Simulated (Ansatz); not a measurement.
# Lattice dynamics of Sr (Fm-3m, 1 atom in the cell)

Aim: the vibrations of Sr (Fm-3m, 1 atom in the cell), their spectra, and whether the structure is stable.

Main program and level: Ansatz 0.2.0; DFT PBE, scalar-relativistic, plane waves, PAW.

## 1. The starting structure

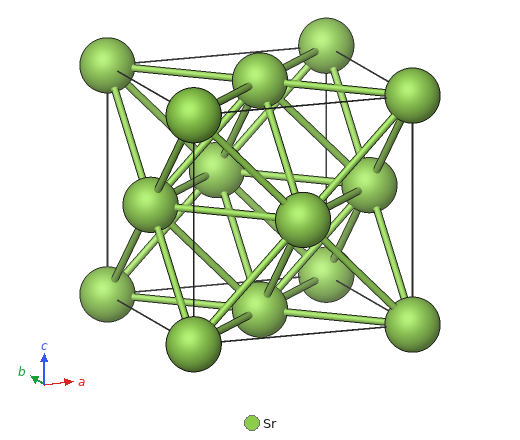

The cell as given, slightly off an axis (strontium green). This picture shows the conventional cell, with its axes. Some periodic images of atoms are drawn too.

Coordinates:

```cif
data_structure
_symmetry_space_group_name_H-M 'Fm-3m'
_symmetry_Int_Tables_number 225
_cell_length_a 6.0847
_cell_length_b 6.0847
_cell_length_c 6.0847
_cell_angle_alpha 90.000
_cell_angle_beta 90.000
_cell_angle_gamma 90.000
_cell_volume 225.28
loop_
_atom_site_label
_atom_site_type_symbol
_atom_site_symmetry_multiplicity
_atom_site_Wyckoff_symbol
_atom_site_fract_x
_atom_site_fract_y
_atom_site_fract_z
_atom_site_occupancy
Sr1 Sr 4 a 0.00000 0.00000 0.00000 1
```

## 2. Relaxation

Harmonic phonons are second derivatives at a point where the forces vanish, and they are wanted at zero stress, so atoms and cell are relaxed first.

Contents of input.yaml:

```yaml
crystal:
  lattice:
    - [0.0, 3.04235, 3.04235]
    - [3.04235, 0.0, 3.04235]
    - [3.04235, 3.04235, 0.0]
  atoms:
    - { symbol: Sr, position: [0.0, 0.0, 0.0] }
kpoints:
  mp_grid: { grid: [12, 12, 12] }
hamiltonian:
  xc: pbe
scf:
  occupations: { method: gaussian, width: 0.1 }
output:
  forces: true
  stress: true
  eigenvalues: true
relax:
  adjacent_minimum: "off"
  f_tol: 0.005
  max_steps: 80
  cell: { stress_tol: 0.05 }
```

Launch:

```bash
$ ansatz run input.yaml --threads 4 --pin off --max-ram 7168MiB --backend cpu --events-out ev --progress --plain --runs-dir out
```

Numbers of over 12 decimals in the logs are rounded to 6 here.

The log of the run:

```text
Engine: ansatz 0.2.0, aarch64-unknown-linux-gnu
Pseudopotentials: kind: paw
Pseudopotential: Sr, paw, valence charge 10, recommended cutoff 420 eV (normal), Sr.paw.azcp
Functional definition: PBE
  parameter kappa = 0.804
  parameter beta = 0.066725
  exchange = pbe_x(kappa = kappa, mu = beta*pi^2/3)
  correlation = pbe_c(beta = beta)
Crystal: 1 atoms, lattice volume = 56.319 Å³
Basis set: ecut = 420 eV, 1067 PW (Γ), exchange–correlation on 60×60×60 points (8 copies of the dense FFT grid, shifted against one another)
Bands: 9, of which v1, the nominal top of the filled ones, is band 5 counted from 1 (4 counted from 0)
Symmetry: 48 space group operations
Space group: Fm-3m (ITA 225), of the structure as read, at distance tolerance 3.8e-5 Å
k-points: 72 of 1728
Non-local potential: Sr, projectors of the file, l = 0: 3, l = 1: 2, l = 2: 2
PAW form: soft (Blöchl's): semilocal exchange-correlation on the pseudo side does not see the compensation charge
PAW one-centre angular grid: Sr, 110 points (default); XC on 64 Gauss nodes
Initial density: superposition of atomic densities (neutral atoms: chi_scale 0, normalization atom), corrected by the library's trained network
Initial wavefunctions: pseudopotential atomic-orbital guess
Functional: x = pbe(κ = 0.804, μ = 0.219515), c = pbe(β = 0.066725)
SCF iter   1: F=—  HF=-3544.221423 eV  |F-HF|=—  |Δ(HF+E_count)|=         —  Δρ=8.92e-4  dr2=6.70e-4  ethr=1.77e-3  ⟨swp⟩=6.6  Hψ=5642  notcnv=0
preconditioner: auto → none  [metal: Δε(μ)=0.017 eV  Ē_g=3.450 eV  σ=0.100 eV  W_gap=0.10  n_scr=8 (ndim 8)  ℏωp=7.0 eV  f_vac=0.000  D(μ)=1.66/eV (n_scr^D=14)  sad-step TF]
SCF iter   2: F=—  HF=-3544.222035 eV  |F-HF|=—  |Δ(HF+E_count)|=   6.11e-4  Δρ=5.42e-4  dr2=3.22e-4  ethr=6.70e-6  ⟨swp⟩=2.8  Hψ=1681  notcnv=0
SCF iter   3: F=—  HF=-3544.222073 eV  |F-HF|=—  |Δ(HF+E_count)|=   3.79e-5  Δρ=2.20e-4  dr2=4.12e-5  ethr=3.22e-6  ⟨swp⟩=1.0  Hψ=648  notcnv=0
SCF iter   4: F=—  HF=-3544.222056 eV  |F-HF|=—  |Δ(HF+E_count)|=   1.64e-5  Δρ=1.07e-4  dr2=3.97e-6  ethr=4.12e-7  ⟨swp⟩=2.4  Hψ=992  notcnv=0
SCF iter   5: F=—  HF=-3544.222056 eV  |F-HF|=—  |Δ(HF+E_count)|=   2.77e-7  Δρ=2.77e-5  dr2=2.50e-7  ethr=3.97e-8  ⟨swp⟩=2.6  Hψ=972  notcnv=0
SCF iter   6: F=-3544.222056 eV  HF=-3544.222056 eV  |F-HF|=1.08e-8  |Δ(HF+E_count)|=   9.27e-8  Δρ=7.18e-6  dr2=1.86e-8  ethr=1.00e-9  ⟨swp⟩=6.9  Hψ=3708  notcnv=0
SCF 1 converged in 6 iterations: F = -3544.222056 eV  dr2 = 1.86e-8
  greatest PAW one-centre occupation: 0.988 electrons in one spin orbital (limit 2), on the Sr atom at site 0 (counted from 0), in its partial waves of l = 0
relax step   1: F+E_penalty+E_count = -3544.22205581 eV  Δ(F+E_penalty+E_count) = +0.000e0 eV  max|allowed force component| = 0.000e0 eV/Å  Δτ_max = 0.0000 Å  P = -0.313 GPa  Ω = 56.319 Å³  (6 SCF iters, dr2 threshold 1.00e-7 eV, accepted)
Crystal: 1 atoms, lattice volume = 55.826 Å³
Initial density: handed on by an earlier stage of this run
Initial wavefunctions: those handed on with the density
iter 1 solved again at ethr=1.08e-7 eV; its pass at ethr=3.10e-3 eV (dr2=1.08e-5 eV) is discarded
SCF iter   1: F=—  HF=-3544.222882 eV  |F-HF|=—  |Δ(HF+E_count)|=         —  Δρ=1.03e-4  dr2=7.53e-6  ethr=1.08e-7  ⟨swp⟩=3.1  Hψ=6237  notcnv=0
preconditioner: auto → none  [metal: Δε(μ)=0.018 eV  Ē_g=3.461 eV  σ=0.100 eV  W_gap=0.10  n_scr=8 (ndim 8)  ℏωp=7.0 eV  f_vac=0.000  D(μ)=1.61/eV (n_scr^D=14)]
SCF iter   2: F=—  HF=-3544.222883 eV  |F-HF|=—  |Δ(HF+E_count)|=   9.04e-7  Δρ=5.30e-5  dr2=2.01e-6  ethr=7.53e-8  ⟨swp⟩=1.0  Hψ=648  notcnv=0
SCF iter   3: F=-3544.222883 eV  HF=-3544.222883 eV  |F-HF|=3.58e-10  |Δ(HF+E_count)|=   3.52e-7  Δρ=2.60e-6  dr2=1.43e-9  ethr=1.00e-9  ⟨swp⟩=5.6  Hψ=3762  notcnv=0
SCF 2 converged in 3 iterations: F = -3544.222883 eV  dr2 = 1.43e-9
relax step   2: F+E_penalty+E_count = -3544.22288328 eV  Δ(F+E_penalty+E_count) = -8.275e-4 eV  max|allowed force component| = 0.000e0 eV/Å  Δτ_max = 0.0000 Å  P = -0.220 GPa  Ω = 55.826 Å³  energy of the carried Pulay correction = +5.645e-6 eV  (3 SCF iters, dr2 threshold 1.00e-7 eV, accepted)
Crystal: 1 atoms, lattice volume = 54.695 Å³
iter 1 solved again at ethr=3.69e-7 eV; its pass at ethr=3.10e-3 eV (dr2=3.69e-5 eV) is discarded
SCF iter   1: F=—  HF=-3544.223651 eV  |F-HF|=—  |Δ(HF+E_count)|=         —  Δρ=2.41e-4  dr2=3.88e-5  ethr=3.69e-7  ⟨swp⟩=3.1  Hψ=6447  notcnv=0
preconditioner: auto → none  [metal: Δε(μ)=0.017 eV  Ē_g=3.495 eV  σ=0.100 eV  W_gap=0.09  n_scr=8 (ndim 8)  ℏωp=7.1 eV  f_vac=0.000  D(μ)=1.51/eV (n_scr^D=14)]
SCF iter   2: F=—  HF=-3544.223656 eV  |F-HF|=—  |Δ(HF+E_count)|=   4.52e-6  Δρ=1.22e-4  dr2=1.03e-5  ethr=3.69e-7  ⟨swp⟩=1.0  Hψ=648  notcnv=0
SCF iter   3: F=-3544.223658 eV  HF=-3544.223658 eV  |F-HF|=6.82e-12  |Δ(HF+E_count)|=   1.98e-6  Δρ=3.17e-6  dr2=2.35e-9  ethr=1.00e-9  ⟨swp⟩=5.8  Hψ=3776  notcnv=0
SCF 3 converged in 3 iterations: F = -3544.223658 eV  dr2 = 2.35e-9
relax step   3: F+E_penalty+E_count = -3544.22365751 eV  Δ(F+E_penalty+E_count) = -7.742e-4 eV  max|allowed force component| = 0.000e0 eV/Å  Δτ_max = 0.0000 Å  P = +0.008 GPa  Ω = 54.695 Å³  energy of the carried Pulay correction = +1.879e-5 eV  (3 SCF iters, dr2 threshold 1.00e-7 eV, accepted)
Initial wavefunctions: pseudopotential atomic-orbital guess (no wavefunctions were taken with the density)
iter 1 solved again at ethr=1.04e-7 eV; its pass at ethr=3.10e-3 eV (dr2=1.04e-5 eV) is discarded
SCF iter   1: F=—  HF=-3544.223637 eV  |F-HF|=—  |Δ(HF+E_count)|=         —  Δρ=1.26e-5  dr2=1.32e-8  ethr=1.04e-7  ⟨swp⟩=4.6  Hψ=8173  notcnv=0
preconditioner: auto → none  [metal: Δε(μ)=0.016 eV  Ē_g=3.495 eV  σ=0.100 eV  W_gap=0.09  n_scr=8 (ndim 8)  ℏωp=7.1 eV  f_vac=0.000  D(μ)=1.51/eV (n_scr^D=14)]
SCF iter   2: F=—  HF=-3544.223640 eV  |F-HF|=—  |Δ(HF+E_count)|=   2.24e-6  Δρ=5.78e-6  dr2=2.51e-9  ethr=1.32e-10  ⟨swp⟩=2.3  Hψ=1023  notcnv=0
SCF iter   3: F=—  HF=-3544.223640 eV  |F-HF|=—  |Δ(HF+E_count)|=   5.33e-9  Δρ=5.12e-7  dr2=4.08e-11  ethr=2.51e-11  ⟨swp⟩=2.1  Hψ=1010  notcnv=0
SCF iter   4: F=-3544.223640 eV  HF=-3544.223640 eV  |F-HF|=4.55e-13  |Δ(HF+E_count)|=  3.73e-11  Δρ=6.79e-8  dr2=3.02e-12  ethr=1.00e-12  ⟨swp⟩=8.7  Hψ=3921  notcnv=0
SCF 4 converged in 4 iterations: F = -3544.223640 eV  dr2 = 3.02e-12
relax step   4: F+E_penalty+E_count = -3544.22363967 eV  Δ(F+E_penalty+E_count) = +1.784e-5 eV  max|allowed force component| = 0.000e0 eV/Å  Δτ_max = 0.0000 Å  P = +0.008 GPa  Ω = 54.695 Å³  stress off target by 7.97e-3 GPa  SCF on the basis re-selected at this cell (its energy is not comparable with the rows above)  (4 SCF iters)
basis re-selected at this cell: Δ(F+E_penalty+E_count) = +1.784e-5 eV, ΔP = -0.000 GPa vs the last step (what re-selecting the basis moved, of the pressure what is left beyond the Pulay correction that the steps carried, after the strain that the cell walked since its last selection, with what the two solves' SCF thresholds leave and, on support functions, any second-order correction that the steps lacked; it is no measure of the basis error at this ecutwfc). This SCF's stress stands 7.97e-3 GPa from its target on what of the cell is left free (relax.cell.stress_tol is 5.00e-2 GPa) and its largest allowed force component is 0.00e0 eV/Å (relax.f_tol is 5.00e-3 eV/Å): [rest of the remark cut]
SCF converged after 4 iterations
Free energy (F): -3544.223640 eV
Harris-Foulkes:  -3544.223640 eV  (|F-HF|=4.55e-13)
Internal energy: -3544.216103 eV  (E = F + TS)
E sigma→0 (E₀):  -3544.219871 eV
Entropy (-TS):   -0.007537 eV (-7.537 meV/atom)
Fermi energy:    5.107790 eV
--- Per-component energies (eV) ---
  E_band       = -135.814473
  E_kinetic    = 241.485946
  E_local      = -769.347128  (includes V_loc(G=0)·N_el)
  E_nonlocal   = 202.851917
  E_hartree    = 194.595568
  E_xc         = -171.257588
  E_vxc        = -159.289243  (∫ρ·V_xc dr)
  E_paw        = -2694.715986  (= ΣΔE_a)
  E_vpaw       = -40.707055  (= ΣTr[D̂ρ^β])
  E_aug_tail   = -0.000001  (compensation charges beyond the density's cutoff)
  E_ewald      = -547.828831
  E_smearing   = -0.007537  (= −TS)
  E_closure    = -0.000000  (closes the sum)
  Σ components = -3544.223640   (vs F -3544.223640, Δ=0.00e0)
--- Forces (eV/Å), atoms counted from 1 ---
  atom   1  Sr     0.00000000     0.00000000    -0.00000000
  max |Σ_I F_I| component: 1.03e-32 eV/Å
--- Stress (GPa, compression-positive) ---
        0.007970       0.000000       0.000000
        0.000000       0.007970       0.000000
        0.000000       0.000000       0.007970
  P = ⅓ Tr σ = 0.0080 GPa (0.080 kbar)
--- Band table (eV; the first three rows and the last of 72) ---
  k-point 0: bands = ["-31.4682", "-13.3569", "-13.3569", "-13.3569", "1.4554", "7.4663", "7.4663", "7.4663", "8.9429"]
  k-point 1: bands = ["-31.4672", "-13.3707", "-13.3587", "-13.3587", "1.5678", "7.2886", "7.5192", "7.5192", "8.8703"]
  k-point 2: bands = ["-31.4646", "-13.4080", "-13.3638", "-13.3638", "1.8942", "6.8687", "7.6220", "7.6220", "8.7665"]
  k-point 71: bands = ["-31.4492", "-13.4879", "-13.4879", "-13.4318", "5.1732", "5.7442", "5.7442", "7.3669", "10.3026"]
--- Relaxed structure (3 steps of the walk, 3 accepted, 1 SCFs on fresh bases) ---
  F+E_penalty+E_count = -3544.22363967 eV   max|allowed force component| = 0.000e0 eV/Å   (the final SCF, on the basis selected at the relaxed cell)
  cell:  # Å, volume = 54.6952 Å³
    - [0, 3.012820, 3.012820]
    - [3.012820, 0, 3.012820]
    - [3.012820, 3.012820, 0]
  atoms:
    - { symbol: Sr, position: [0.0, 0.0, 0.0] }
```

Wall time 2 s (4 threads of Arm Neoverse V2, shared host); peak memory 0.33 GiB; 7 s of CPU time.

The steps of the relaxation:

```csv
step,energy less that of the first step (eV),largest force component (eV/Å),pressure (GPa),volume (Å³)
1,0.0000,0.0000,-0.31,56.32
2,-0.0008,0.0000,-0.22,55.83
3,-0.0016,0.0000,0.01,54.70
4*,-0.0016,0.0000,0.01,54.70
```

Relaxation steps marked * repeat the geometry before them on a plane-wave basis chosen anew for their cell, so energy and pressure can jump there.

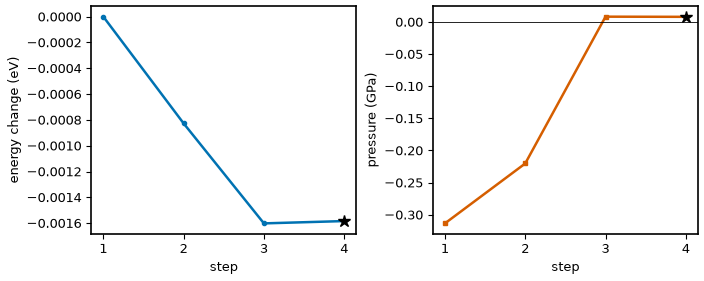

Energy and pressure along the relaxation. Stars mark steps on a basis chosen anew.

| conventional cell, symmetrised | before | after | change |
| --- | --- | --- | --- |
| a (Å) | 6.085 | 6.026 | -1.0 % |
| b (Å) | 6.085 | 6.026 | -1.0 % |
| c (Å) | 6.085 | 6.026 | -1.0 % |
| volume (Å³/atom) | 56.32 | 54.70 | -2.9 % |

Final coordinates:

```xyz
1
Lattice="0.0000 3.0128 3.0128 3.0128 0.0000 3.0128 3.0128 3.0128 0.0000" Properties=species:S:1:pos:R:3 pbc="T T T"
Sr    0.0000    0.0000    0.0000
```

This step gave:

- pressure: 0.007970 GPa
- volume per atom: 54.70 Å³
- gap on the k-mesh: 0 eV

In this step the volume went from 56.32 to 54.70 Å³/atom.

## 3. Tight relaxation

Phonons need a cell at rest on their own settings, so the relaxation is repeated with tight tolerances on forces and stress, using the mesh and the filling of the phonon run that follows.

input.yaml, the sections that differ from step 2:

```yaml
crystal:
  lattice:
    - [0.0, 3.0128200973, 3.0128200973]
    - [3.0128200973, 0.0, 3.0128200973]
    - [3.0128200973, 3.0128200973, 0.0]
  atoms:
    - { symbol: Sr, position: [0.0, 0.0, 0.0] }
scf:
  occupations: { method: methfessel_paxton, width: 0.2 }
relax:
  adjacent_minimum: "off"
  f_tol: 0.001
  max_steps: 60
  cell: { stress_tol: 0.01 }
# kpoints, hamiltonian, output: as in step 2
```

The log of the run:

```text
[...]
Crystal: 1 atoms, lattice volume = 54.695 Å³
Basis set: ecut = 420 eV, 1067 PW (Γ), exchange–correlation on 60×60×60 points (8 copies of the dense FFT grid, shifted against one another)
Bands: 9, of which v1, the nominal top of the filled ones, is band 5 counted from 1 (4 counted from 0)
Symmetry: 48 space group operations
[...]
k-points: 72 of 1728
[...]
0.000000       0.000032       0.000000
        0.000000       0.000000       0.000032
  P = ⅓ Tr σ = 0.0000 GPa (0.000 kbar)
--- Band table (eV; the first three rows and the last of 72) ---
[...]
--- Relaxed structure (3 steps of the walk, 3 accepted, 1 SCFs on fresh bases) ---
[...]
cell:  # Å, volume = 54.8190 Å³
    - [0, 3.015090, 3.015090]
    - [3.015090, 0, 3.015090]
    - [3.015090, 3.015090, 0]
  atoms:
    - { symbol: Sr, position: [0.0, 0.0, 0.0] }
[key lines of the parts left out:]
SCF converged after 6 iterations
Free energy (F): -3544.220712 eV
Fermi energy:    5.096257 eV
```

Wall time 1.9 s (4 threads); peak memory 0.33 GiB.

Little changed from the start: no atom moved by 0.005 Å and no cell edge by 0.1 %.

This step gave:

```
pressure        : 3.22e-5 GPa
volume per atom : 54.82 Å³
```

The forces vanish by symmetry and the pressure is 0.000 GPa, within the tolerances set. The cell now holds 54.82 Å³/atom.

[end of part 1 of 2]

[Logs are printed without paths, hosts, clocks, repeated set-up lines and the standing remarks that a program may print on its own settings, such as how far it seeks lower states.]

[Hosts, paths, dates, database ids (printed as entryN), source tags and the programs' standing remarks are cut or masked in the printed files.]
